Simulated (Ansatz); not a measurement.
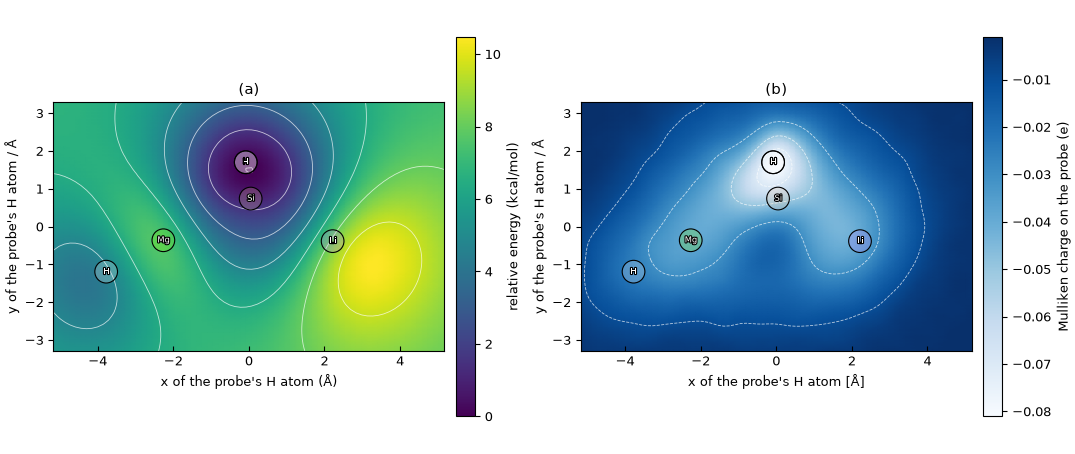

H₃LiMgSi (SMILES [Li][SiH2][MgH]) with the probe HF. The probe is moved over a plane parallel to the molecule's main plane, 2.87 Å above it. The first coordinate is: x of the probe's H atom; the second: y of the probe's H atom. Nothing is relaxed (molecule and probe rigid, the probe upright with H nearest the plane). Grid: 23 × 15 points. Points are written as (first, second). Energies are in kcal/mol, from the lowest grid point. Method: Ansatz, RKS PBE0-D4/def2-SVPD.

Panel (a) is the energy; panel (b) is the computed Mulliken charge on the probe, in e.

In the figure: a smooth colour map with a few white contour lines, labelled circles for the molecule's atoms, projected on the plane. Between grid points the surface is interpolated.

How does the Mulliken charge on the probe vary over the map, and what is it at the lowest grid point?

Leaving out the highest fifth of the energies, it runs from −0.08 e at (0.00 Å, 1.41 Å) to 0.00 e at (−5.17 Å, 2.35 Å). At the lowest grid point, (0.00 Å, 1.41 Å), it is −0.08 e.

```
y of the probe's H atom ↓, x of the probe's H atom →  −4.70  −3.76  −2.82  −1.88  −0.94   0.00   0.94   1.88   2.82   3.76  4.70
                                                3.29   0.00   0.00  −0.01  −0.01  −0.01  −0.02  −0.01  −0.01  −0.01   0.00  0.00
                                                2.82   0.00   0.00  −0.01  −0.01  −0.02  −0.03  −0.02  −0.01  −0.01   0.00  0.00
                                                2.35   0.00  −0.01  −0.01  −0.02  −0.03  −0.05  −0.03  −0.02  −0.01  −0.01  0.00
                                                1.88   0.00  −0.01  −0.01  −0.03  −0.04  −0.08  −0.04  −0.02  −0.01  −0.01  0.00
                                                1.41   0.00  −0.01  −0.02  −0.03  −0.05  −0.08  −0.05  −0.03  −0.02  −0.01  0.00
                                                0.94  −0.01  −0.01  −0.02  −0.04  −0.06  −0.06  −0.05  −0.04  −0.02  −0.01  0.00
                                                0.47  −0.01  −0.02  −0.03  −0.04  −0.05  −0.04  −0.04  −0.04  −0.03  −0.01  0.00
                                                0.00  −0.01  −0.02  −0.03  −0.04  −0.03  −0.03  −0.04  −0.04  −0.03  −0.01  0.00
                                               −0.47  −0.01  −0.02  −0.04  −0.04  −0.03  −0.02  −0.03  −0.04  −0.03  −0.01  0.00
                                               −0.94  −0.01  −0.03  −0.03  −0.03  −0.02  −0.02  −0.03  −0.04  −0.02  −0.01  0.00
                                               −1.41  −0.01  −0.02  −0.03  −0.03  −0.02  −0.02  −0.03  −0.03  −0.02  −0.01  0.00
                                               −1.88  −0.01  −0.02  −0.02  −0.02  −0.02  −0.02  −0.02  −0.02  −0.01   0.00  0.00
                                               −2.35  −0.01  −0.01  −0.01  −0.01  −0.01  −0.01  −0.01  −0.01  −0.01   0.00  0.00
                                               −2.82  −0.01  −0.01  −0.01  −0.01  −0.01  −0.01  −0.01  −0.01   0.00   0.00  0.00
                                               −3.29   0.00   0.00   0.00   0.00  −0.01  −0.01  −0.01   0.00   0.00   0.00  0.00
```

The table holds every second grid line.
